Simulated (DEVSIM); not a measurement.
System: Cr/Si3N4/p-GaAs capacitor, at 300 K.

```
layer (left to right)  material  thickness (nm)  Na (cm⁻³)
---------------------  --------  --------------  ---------
1                         Si3N4            12.0          -
2                          GaAs            4200     2.3e16
```

Metal gate on the left, work function 4.5 eV. Fixed charge at the semiconductor interface -3.4e10 cm⁻² (in units of +e); interface traps 1e12 cm⁻² eV⁻¹, uniform in energy, neutral level at 0.5 of the gap above the valence band.

Constants are typed, rounded textbook-type inputs, not results; the design itself was drawn at random and stands for no fabricated device. Values at 300 K.

```
parameter      Si3N4    GaAs
-------------  -----  ------
gap (eV)         5.1   1.424
affinity (eV)    2.1    4.07
permittivity     7.5    12.9
Nc (cm⁻³)          -  4.7e17
Nv (cm⁻³)          -    9e18
```

DEVSIM, 1D Poisson equation in equilibrium, Boltzmann statistics, complete ionisation; no quantum confinement or tunnelling. Metal contacts follow the ideal Schottky-Mott rule: no Fermi-level pinning, no interface dipoles.

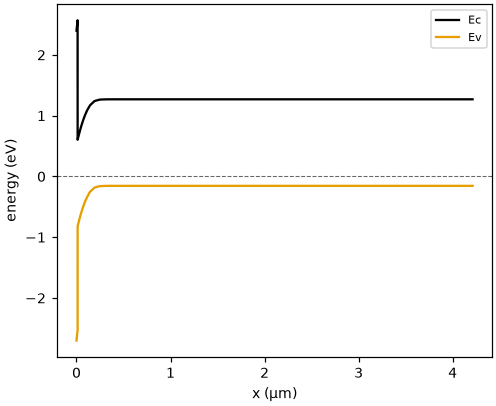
*Band edges at 0.0 V on the gate*

Energies count from the Fermi level of the right contact; mesh points crowd at the junctions.

```tsv
x (μm)	Ec (eV)	Ev (eV)	n (cm⁻³)	p (cm⁻³)	field (V/cm)
0.000	2.400	-2.700	< 1e2	< 1e2	140000
0.001413	2.421	-2.679	< 1e2	< 1e2	140000
0.004051	2.459	-2.641	< 1e2	< 1e2	140000
0.008220	2.519	-2.581	< 1e2	< 1e2	140000
0.01132	2.564	-2.536	< 1e2	< 1e2	140000
0.01241	0.606	-0.818	3.0e7	170000	64000
0.01451	0.620	-0.804	1.8e7	280000	63000
0.02208	0.667	-0.757	2900000	1700000	61000
0.03618	0.750	-0.674	120000	4.2e7	56000
0.06995	0.922	-0.502	150	3.3e10	46000
0.1441	1.171	-0.253	< 1e2	5.1e14	22000
0.4186	1.270	-0.154	< 1e2	2.3e16	≈ 0
0.9620	1.270	-0.154	< 1e2	2.3e16	≈ 0
2.182	1.270	-0.154	< 1e2	2.3e16	≈ 0
3.526	1.270	-0.154	< 1e2	2.3e16	≈ 0
3.919	1.270	-0.154	< 1e2	2.3e16	≈ 0
4.087	1.270	-0.154	< 1e2	2.3e16	≈ 0
4.157	1.270	-0.154	< 1e2	2.3e16	≈ 0
4.195	1.270	-0.154	< 1e2	2.3e16	≈ 0
4.205	1.270	-0.154	< 1e2	2.3e16	≈ 0
4.210	1.270	-0.154	< 1e2	2.3e16	≈ 0
4.212	1.270	-0.154	< 1e2	2.3e16	≈ 0
```
